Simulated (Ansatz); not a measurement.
Consider SrNiO3 (cubic perovskite) (Pm-3m).

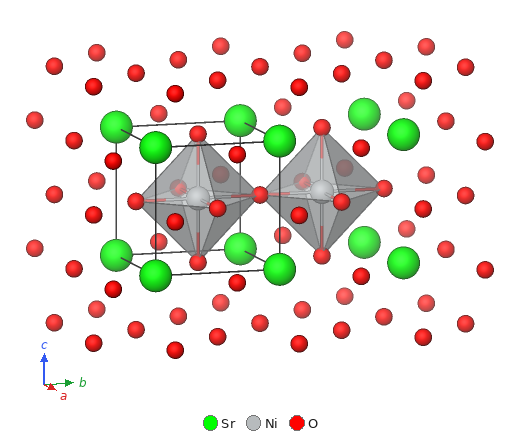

The structure (strontium green, nickel light grey, oxygen red). 1×2×1 cells are drawn. Some periodic images of atoms are drawn too.

The structure was built from a prototype and need not be the compound's stable phase.

```cif
data_structure
_symmetry_space_group_name_H-M 'P 1'
_symmetry_Int_Tables_number 1
_cell_length_a 3.7316
_cell_length_b 3.7316
_cell_length_c 3.7316
_cell_angle_alpha 90.000
_cell_angle_beta 90.000
_cell_angle_gamma 90.000
_cell_volume 51.96
loop_
_atom_site_label
_atom_site_type_symbol
_atom_site_fract_x
_atom_site_fract_y
_atom_site_fract_z
_atom_site_occupancy
Sr1 Sr 0.00000 0.00000 0.00000 1
Ni2 Ni 0.50000 0.50000 0.50000 1
O3 O 0.50000 0.50000 0.00000 1
O4 O 0.50000 0.00000 0.50000 1
O5 O 0.00000 0.50000 0.50000 1
```

The structure was relaxed with LDA. The structure type comes from a generator and need not be one that this composition takes. The structure was generated from a model, not taken from a measurement. The runs that relaxed it are not among those shown. The program's search for lower electronic states was switched off, so nothing shows that the state found is the lowest. PAW set soft_2, made with PBE.

A constrained-RPA run (Ansatz 0.2.0; non-magnetic LDA; Ni d + anion p, bands v12 to c2, 4×4×4 mesh, medium accuracy) builds 14 functions on bands 11 eV wide, with 24.0 electrons in the window. The bare on-site interaction is 27.3 eV and the bare J 0.96 eV.

**Question.** What U and J survive the screening?

On the Ni d shell, U = 11.53 eV (42 % of the bare value), U′ = 9.91 eV, J = 0.81 eV.

The parent state is non-magnetic and the interaction static (zero frequency); U depends on the window and the orbitals, so it belongs to this model alone. A window that holds the anion p bands defines a model with explicit ligands; its U belongs to that model and is not the U of DFT+U.

[Paths, hosts, dates, memory and timing lines, banners, echoed tables and standing remarks are left out of the program output.]

[Logs are printed without paths, hosts, clocks, repeated set-up lines and the standing remarks that a program may print on its own settings, such as how far it seeks lower states.]

[Runs of the session that timed out or met a known fault of the program may be left out.]

[Hosts, paths, dates, database ids (printed as entryN), source tags and the programs' standing remarks are cut or masked in the printed files.]
